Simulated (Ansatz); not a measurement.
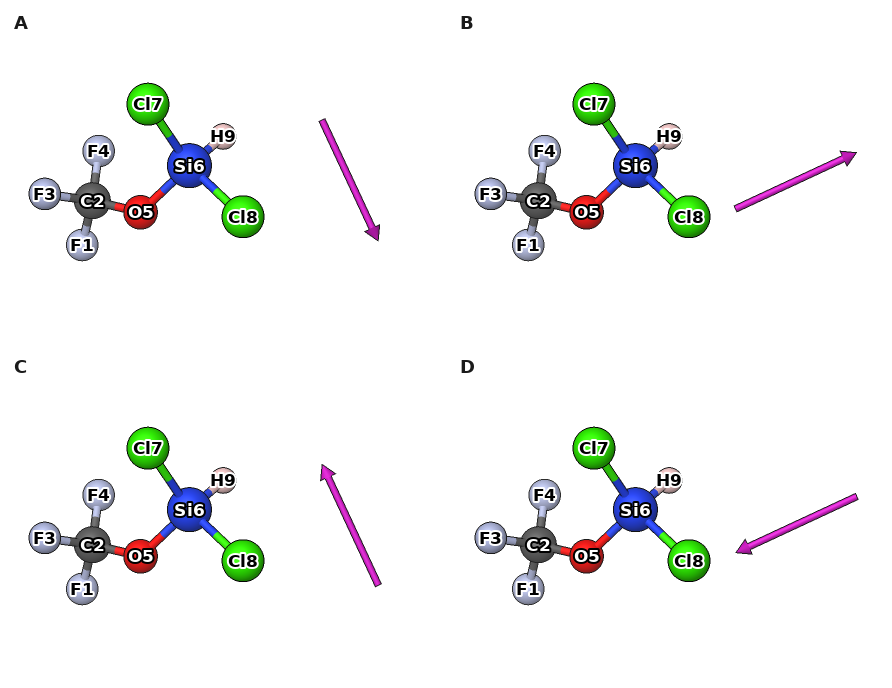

The same molecule four times, each with an arrow. The geometry was computed by an optimisation with PBE0-D4/def2-TZVP. No frequency run is at hand to confirm it as a minimum. Level of theory: RKS ωB97M-V/def2-TZVPP (Ansatz 0.2.0).

Question: Which arrow points along the dipole moment, from the negative to the positive end?

Answer: B. The dipole moment is 1.31 D; it points from the side of F3 to the side of H9 (the outermost atoms at the two ends).
